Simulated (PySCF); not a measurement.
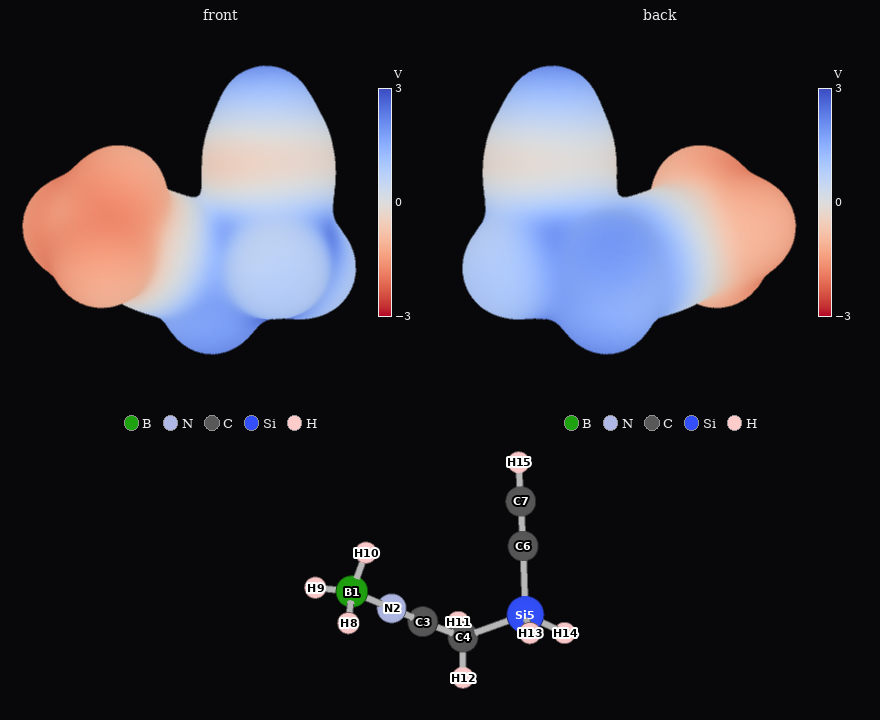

The picture shows: C$_{4}$H$_{8}$BNSi (SMILES [BH3-][N+]#CC[SiH2]C#C). The electrostatic potential painted on the density surface at 0.002 e/bohr³, seen from the front and from behind; the colour scale runs from red (negative) to blue (positive). The bare structure is drawn below in the same view.

Geometry: GFN2-xTB.

All numbers below come from CAM-B3LYP/def2-SVPD, SCF density, gas phase (PySCF).

```xyz
15

B    -2.6035    1.4366    0.3019
N    -1.6630    0.3101    0.1996
C    -0.9289   -0.5727    0.1200
C     0.0276   -1.6211    0.0652
Si    1.7203   -1.0219    0.7865
C     2.2979    0.3294   -0.3275
C     2.6514    1.2156   -1.0599
H    -3.0733    1.3609    1.3975
H    -3.4138    1.2764   -0.5600
H    -1.9420    2.4191    0.1461
H     0.1559   -1.9374   -0.9715
H    -0.3397   -2.4754    0.6365
H     1.5145   -0.5356    2.1500
H     2.6320   -2.1681    0.7142
H     2.9600    1.9921   -1.6997
```

**Which sites attract a positive test charge, and which a negative one?**

A positive charge is drawn to the negative regions and a negative charge to the positive ones. The most negative region (about −1.7 V, or −39 kcal/mol for a unit charge) lies over H9, the most positive (about +2.2 V, or +51 kcal/mol for a unit charge) over Si5.
